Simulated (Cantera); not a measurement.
A closed system holds: 1 mol SiCl4, 3.9 mol HCl, 4.4 mol H2, at 750 Torr.

Equilibrium computed with Cantera from the NASA thermochemical tables; the gas is ideal and each condensed phase is pure. Candidate condensed phases: Si; 19 gas species. The tables' values for SiCl3 are old estimates; treat these amounts as uncertain. Equilibrium is a limit: real reactors are often held back by kinetics, nucleation or transport.

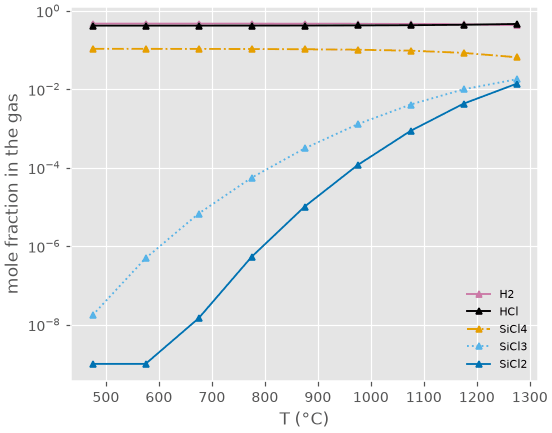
Figure. Equilibrium gas composition (values under 1e-9 drawn at 1e-9)

From 475 °C to 1275 °C nothing is condensed. The main Si-bearing gas is SiCl4 throughout.
